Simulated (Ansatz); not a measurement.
Band structure of K3Cd (Fm-3m, 4 atoms in the cell).

```
CELL_PARAMETERS angstrom
      0.00000     4.61034     4.61034
      4.61034     0.00000     4.61034
      4.61034     4.61034     0.00000
ATOMIC_POSITIONS crystal
  K  0.25000 0.25000 0.25000
  K  0.75000 0.75000 0.75000
  K  0.50000 0.50000 0.50000
  Cd 0.00000 0.00000 0.00000
```

Computed with LDA (PW92), PAW files made with PBE (plane waves; Ansatz, a quantum-chemistry and plane-wave program).

Settings: basis.ecutwfc = 420 eV; kpoints.mp_grid.grid = 4 4 4; hamiltonian.xc = lda; hamiltonian.pseudopotentials = {kind: paw} (the program's default PAW files); scf.occupations.method = gaussian; scf.occupations.width = 0.05 eV; kpoints.band_path.npoints = 8.

The starting cell comes from a database of computed structures (which also holds hypothetical and non-ambient phases and stackings), without a prior relaxation at this level.

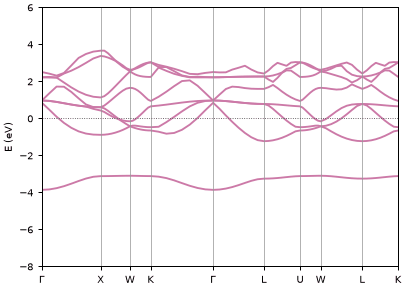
Fig. 1. Bands along the path, energies from the Fermi level.

Levels in eV from the Fermi level, bands 20 to 27:
```csv
point,20,21,22,23,24,25,26,27
Γ,-8.41,-8.41,-3.86,0.85,0.97,0.97,0.97,2.22
X,-8.41,-8.41,-3.12,-0.88,0.43,0.61,0.61,1.14
W,-8.41,-8.41,-3.10,-0.42,-0.42,-0.15,1.66,2.54
K,-8.41,-8.41,-3.11,-0.65,-0.47,0.65,0.95,2.24
L,-8.41,-8.41,-3.25,-1.23,0.78,0.78,1.60,2.27
U,-8.41,-8.41,-3.11,-0.65,-0.47,0.65,0.95,2.24
```

Bands cross the Fermi level along this path, so the cell is metallic at this level.

Keys are those of Ansatz 0.2.
